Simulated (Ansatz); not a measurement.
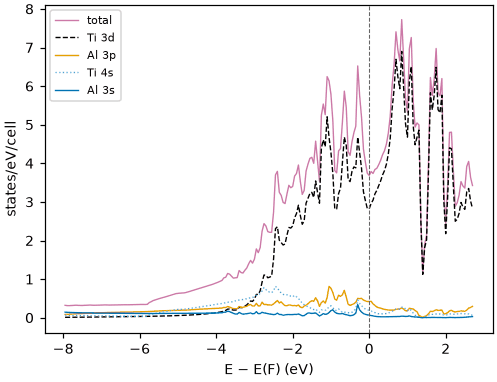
Fig. 1. Total and projected density of states of Ti3Al in space group P-6m2 (No. 187; Ti on 1e, Ti on 2h, Al on 1f), LDA in the plane-wave PAW code Ansatz

### Question
Which orbitals carry the states next to the Fermi level?

### Answer
Within 0.5 eV of the Fermi level: Ti 3d 81 %, Al 3p 8 %. Projections are on Löwdin-orthogonalised atomic valence shells; empty p or d shells of many metals are not among them.

### Question
Where is the tallest occupied peak in this window, and what makes it?

### Answer
Near -0.3 eV, about 6.5 states/eV per cell; the largest projected share is Ti 3d.

The first step of the workflow began from a Materials Project structure, measured or hypothetical; the Crystallography Open Database copy checked does not list it. With Ti and Al taken as one species the cell has the higher symmetry P6_3/mmc, so it may be an ordered model of a mixed-site phase. It is not the phase usual at ambient conditions (space group No. 194). The cell was relaxed with LDA under the symmetry of its start; whether a distortion lowers the energy is not shown. The run is not spin-polarised.

Potentials: the later of the program's two PAW sets.
